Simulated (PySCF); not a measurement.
Consider F₂ (charge −1, doublet).

```xyz
2

F     0.0000    0.0000   -1.0065
F     0.0000    0.0000    1.0065
```

Theory: PBE0/aug-cc-pVDZ(-PP), non-relativistic Hamiltonian with scalar-relativistic core potentials where named, at a bond length of 2.013 Å in PySCF 2.14.0.

> Predict the electron density, electron localisation function and spin density between the atoms.

F–F (2.01 Å): ρ at the midpoint is about 0.36 e/Å³; the ELF peaks at about 0.85 in the valence shell of F, 0.5 Å from its nucleus, and drops to about 0.15 between the two atoms.
The unpaired spin (1 electron) lies mostly on F1 (about 0.5) and F2 (about 0.5), in electrons by Hirshfeld's partition.

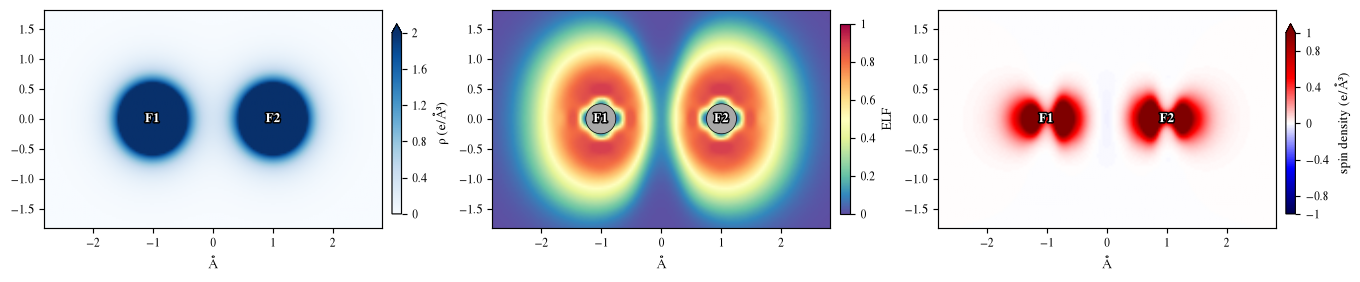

Computed electron density, electron localisation function and spin density on a plane that holds the molecular axis, in this order. Grey discs cover the atomic cores in the ELF map. 
